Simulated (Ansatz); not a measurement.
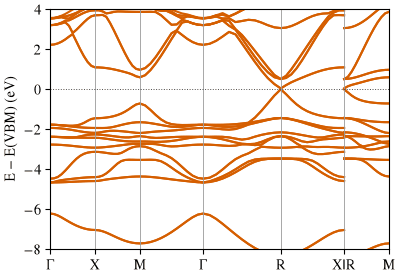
Band structure from PBE with spin–orbit coupling in the plane-wave PAW code Ansatz

Task: Read off the gap and where the band edges lie.

Result: About 0.0 eV (0.04 eV by a search for the band edges); maximum at R, minimum at R.

The material is CsSnI3 (cubic perovskite, Pm-3m).

This is a known high-temperature phase of the composition, computed here at zero pressure and temperature. The cell was relaxed with PBE under the symmetry of its start; of distortions, only those at the zone centre were tested.

Potentials: the later of the program's two PAW sets.
